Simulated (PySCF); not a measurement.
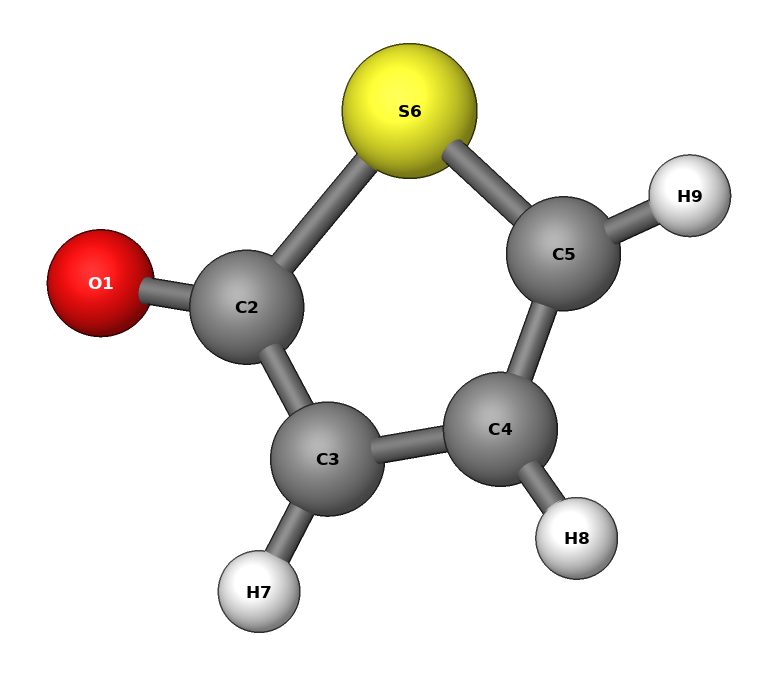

Charge −1, singlet. The geometry was computed by an optimisation with GFN2-xTB. No frequency run is at hand to confirm it as a minimum. Properties computed with GIAO PBE0/pcSseg-1 NMR shielding, non-relativistic, gas phase (PySCF 2.14.0). Principal shieldings σ11 ≤ σ22 ≤ σ33, span Ω = σ33 − σ11, skew κ = 3(σiso − σ22)/Ω.

Give the shielding tensors of the S atoms.

```csv
atom,σ11,σ22,σ33,σiso,Ω,κ
S6,100.3,439.4,487.9,342.6,387.6,−0.75
```

Shieldings and span in ppm.
